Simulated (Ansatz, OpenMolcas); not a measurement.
HBS (hydrogen boron sulfide): methods side by side

HBS: 3 atoms, total charge 0, spin state singlet. SMILES: `B=S`. Geometry: relaxed at GFN2-xTB.

```tsv
atom	x (Å)	y (Å)	z (Å)
B	-0.0410	-0.0161	0.1425
S	0.3953	0.1465	-1.3797
H	-0.3543	-0.1304	1.2371
```

Quantity: the energy change with the B1–S2 bond stretched from 1.592 to 1.990 Å, in eV. The values are calculated.

| level | kind | program | value (eV) | less FCI/STO-3G | CPU time (all runs) |
| --- | --- | --- | --- | --- | --- |
| HF/STO-3G (restricted) | Hartree–Fock | OpenMolcas | 3.74 | +0.88 | 2.9 s |
| SVWN5/STO-3G (restricted) | LDA | OpenMolcas | 2.97 | +0.11 | 5.1 s |
| PBE/STO-3G (restricted) | GGA | Ansatz | 2.82 | -0.04 | 1.2 s |
| r2SCAN/STO-3G (restricted) | meta-GGA | OpenMolcas | 3.04 | +0.18 | 6.4 s |
| B3LYP/STO-3G (restricted) | global hybrid | Ansatz | 3.01 | +0.15 | 1.3 s |
| wB97X/STO-3G (restricted) | range-separated hybrid | Ansatz | 3.44 | +0.58 | 5.3 s |
| RPA@PBE/STO-3G (restricted) | RPA | Ansatz | 2.70 | -0.16 | 1.7 s |
| CISD/STO-3G (restricted) | coupled cluster or CI | OpenMolcas | 3.18 | +0.32 | 3.2 s |
| FCI/STO-3G | exact in the basis | Ansatz | 2.86 | 0.00 | 0.79 s |

FCI/STO-3G is exact within its basis and frozen core, so for wave-function methods in that basis the difference is their error; functionals converge differently with the basis, so for them it is only a difference. The first shape isn't each level's own minimum. The values span 2.70 to 3.74 eV. All rows use very small basis sets, so none should be taken for the real molecule's value. In so small a basis fixed costs decide the times, and correlated methods can beat functionals. Times are those of the runs behind each value, whatever else they computed, on shared processors of several kinds: orders of magnitude only.

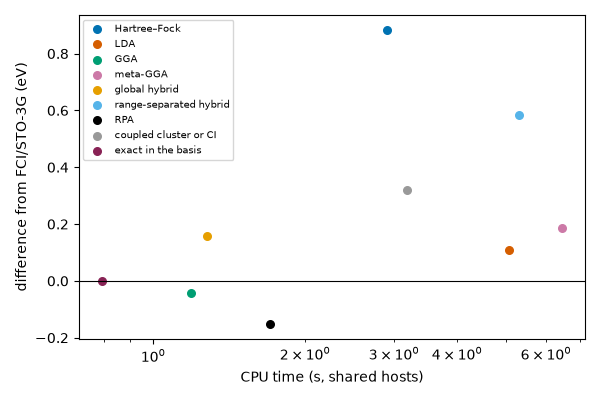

Difference from FCI/STO-3G against processor time, one point a level.
